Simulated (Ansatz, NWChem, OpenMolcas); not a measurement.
# InH3 (SMILES [InH3]): the energy, rung by rung

The species is InH3 (4 atoms), meant as a singlet with charge 0. SMILES: `[InH3]`. The shape is that of a PBE0-D4/def2-TZVP optimisation.

```xyz
4

In    0.0139   -0.0151   -0.0051
H     0.4155    1.5160    0.6782
H    -1.0956   -0.1073   -1.3214
H     0.7218   -1.4540    0.6280
```

Each level gives the energy change with the In1–H4 bond stretched from 1.724 to 3.103 Å (eV). The values are calculated.

```tsv
level	kind	program	value (eV)	CPU time (all runs)
revPBE/def2-TZVP (core potential) (restricted)	GGA	OpenMolcas	2.46	34 s
M06-L/def2-TZVP (core potential) (restricted)	meta-GGA	OpenMolcas	2.63	38 s
r2SCAN/def2-TZVP (core potential) (restricted)	meta-GGA	OpenMolcas	2.75	40 s
B3LYP/def2-TZVP (core potential) (restricted)	global hybrid	NWChem	2.69	34 s
B2PLYP/def2-TZVP (core potential) (restricted)	double hybrid	Ansatz	2.85	8.6 s
RPA@PBE/def2-TZVP (core potential) (restricted)	RPA	Ansatz	2.64	12 s
MP2/def2-TZVP (core potential) (restricted)	perturbation theory	OpenMolcas	3.16	9.6 s
CCSD/def2-TZVP (core potential) (restricted)	coupled cluster or CI	Ansatz	2.69	9.6 s
```

The first shape isn't each level's own minimum. The values span 2.46 to 3.16 eV. In the correlated wave-function rows the outer d shell of In is correlated, in sets not made for it. In so small a basis fixed costs decide the times, and correlated methods can beat functionals. Times are those of the runs behind each value, whatever else they computed, on shared processors of several kinds: orders of magnitude only.

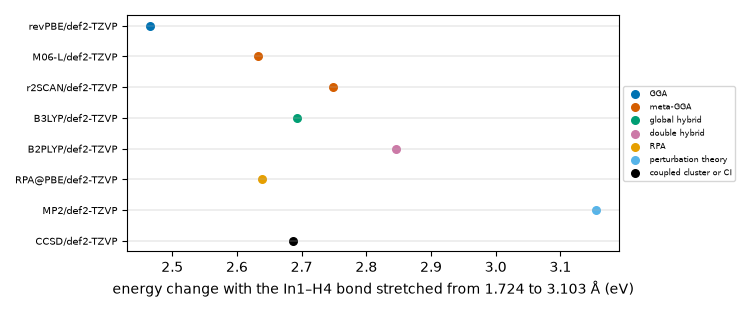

The values of the table, level by level.
